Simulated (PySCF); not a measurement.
## EPR calculation of C3H7F2Si2

- system: C3H7F2Si2, multiplicity 2
- method: UKS B3LYP, pcH-1 on C F H Si, non-relativistic, mean-field spin-orbit, GIAO (PySCF 2.14.0)

It belongs to a series of runs on one base structure; here: H removed from sp3 C.

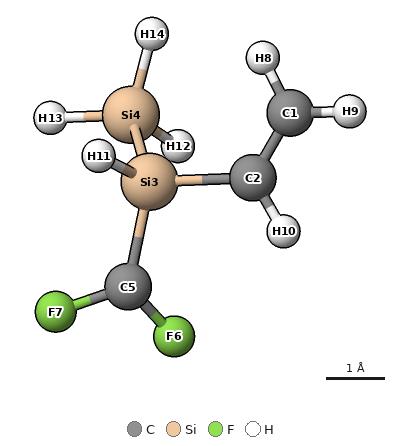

**Figure 1.** The input geometry (ball-and-stick view, seen at a tilt; atoms are numbered from 1 in the order of the input).

The input
```
{"job": {"kind": "epr", "basis": "pcH-1"}, "charge": 0, "multiplicity": 2}
C     -2.303007    -0.755641    -0.040685
C     -1.437603     0.086046    -0.583920
Si     0.138253     0.658288     0.278183
Si     1.507931    -1.156278     0.845120
C      0.888286     1.874147    -0.925092
F      1.049603     1.585026    -2.226469
F      1.909132     2.663599    -0.554780
H     -2.157295    -1.157696     0.949796
H     -3.199174    -1.079979    -0.547074
H     -1.637396     0.455398    -1.582346
H     -0.185807     1.519817     1.426043
H      1.900085    -1.928460    -0.336171
H      2.726491    -0.703818     1.518980
H      0.799823    -2.060920     1.756247
```

The first line tells a small driver script what to run in PySCF; the rest is the geometry in Å.

Hardware: 1 CPU thread, shared host.

Launch command:
```bash
OMP_NUM_THREADS=1 python <driver script> task.json out
```

What the program printed
```
UKS, coarse grid
  cycle   1  E = -897.05733989  |g| = 5.23e-01
  cycle   2  E = -896.92067190  |g| = 8.36e-01
  cycle   3  E = -897.15508413  |g| = 7.07e-02
  cycle   4  E = -897.15643319  |g| = 3.74e-02
  cycle   5  E = -897.15707548  |g| = 1.08e-02
  cycle   6  E = -897.15712379  |g| = 6.52e-03
  cycle   7  E = -897.15714762  |g| = 1.36e-03
  cycle   8  E = -897.15714916  |g| = 5.19e-04
UKS, final grid
  cycle   1  E = -897.15716921  |g| = 7.48e-04
  cycle   2  E = -897.15716893  |g| = 1.23e-03
  cycle   3  E = -897.15716940  |g| = 9.64e-05
  cycle   4  E = -897.15716940  |g| = 2.38e-05
E = -897.15716940 Eh   <S^2> = 0.7535 (exact 0.7500)
g shifts (ppm)      1          2          3
  rmc          -238       -238       -238
  gc              3         24         17
  oz_so        -392       2871       3990
  total        -628       2656       3769
hyperfine (MHz)  atom isotope    a_iso     a_fc   dipolar eigenvalues
    0   13C      -1.32      -1.32     -0.40     -0.09      0.49
    1   13C       3.84       3.84     -0.80     -0.41      1.21
    2  29Si     -11.80     -11.82     -9.39      1.82      7.56
    3  29Si     -64.96     -65.05    -14.58      6.80      7.79
    4   13C     227.67     227.56    -77.86    -76.81    154.67
    5   19F     164.50     163.26   -233.39   -210.46    443.86
    6   19F     157.70     156.45   -233.28   -210.22    443.50
    7    1H      -0.08      -0.08     -0.88     -0.55      1.43
    8    1H      -0.57      -0.57     -0.58     -0.53      1.11
    9    1H      -0.25      -0.25     -2.72     -2.31      5.03
   10    1H       8.65       8.65     -4.08     -2.58      6.66
   11    1H      -2.56      -2.56     -1.67     -0.72      2.40
   12    1H      -2.70      -2.70     -1.65     -0.72      2.37
   13    1H      21.29      21.29     -1.59     -0.25      1.84
```

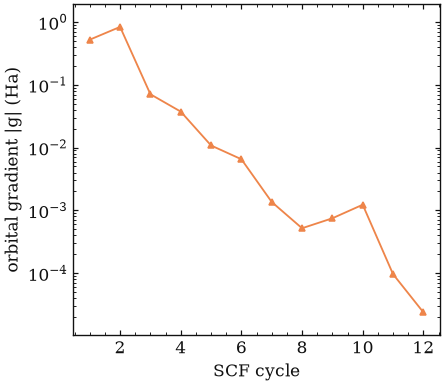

**Figure 2.** Convergence of the self-consistent field: orbital gradient |g| against the SCF cycle. All cycles printed in the log are drawn one after another.

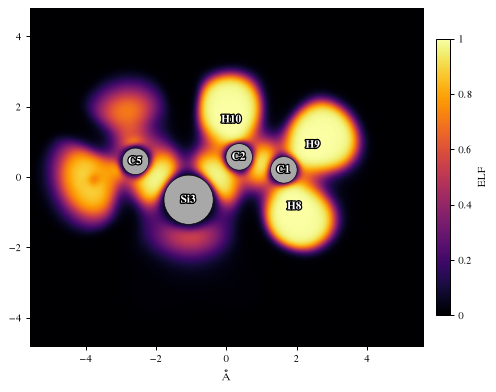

**Figure 3.** ELF on the plane of atoms H8, C1 and H9. Grey discs, where drawn, cover atomic cores. The section cuts through C, Si and H sites. C–C (1.32 Å): the ELF peaks at about 0.95 between the atoms (a double or triple bond). C–Si (1.87 Å): the ELF peaks at about 0.95 between the atoms (a covalent bond).

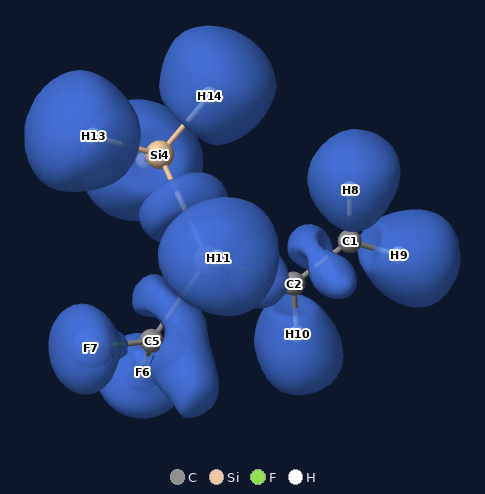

**Figure 4.** Isosurface of the electron localisation function at 0.75 (blue), seen face on. Only the valence region is drawn (cores and ρ < 0.01 e/Å³ removed). Along the contacts the grid gives the following. C–C (1.32 Å): the ELF peaks at about 0.95 between the atoms (a double or triple bond).

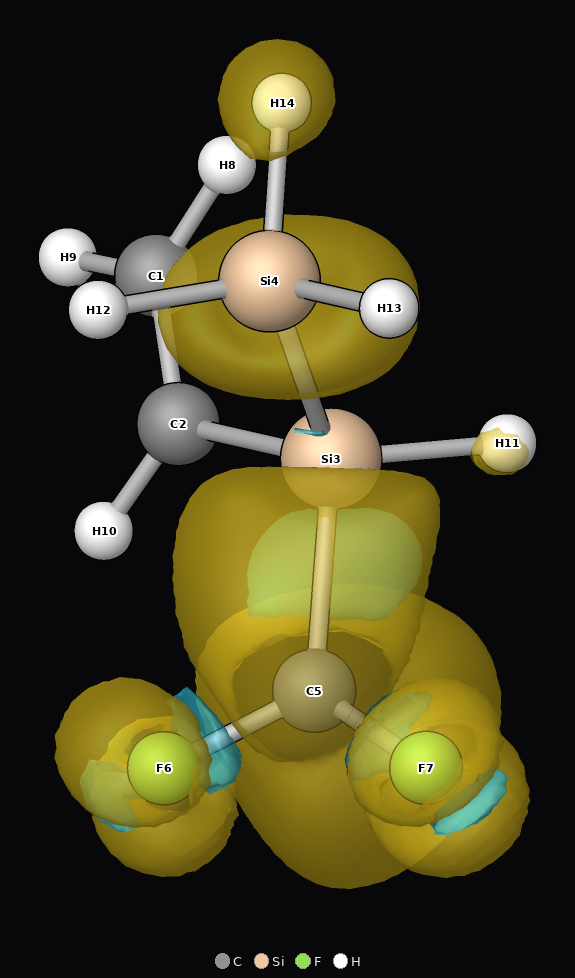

**Figure 5.** Isosurfaces of the spin density (α minus β) at +0.006 (yellow) and −0.006 e/Å³ (cyan), seen at an oblique angle. The unpaired spin (1 electron) lies mostly on C5 (about 0.6), F7 (about 0.1), F6 (about 0.1) and Si3 (about 0.1), in electrons by Hirshfeld's partition.

Summary

| quantity | value |
| --- | --- |
| outcome | converged |
| total energy | −897.157169 hartree |
| ⟨S²⟩ | 0.753 |
| isotropic g | 2.0043 |
| wall time | 73 s |
| peak memory | 0.94 GiB |
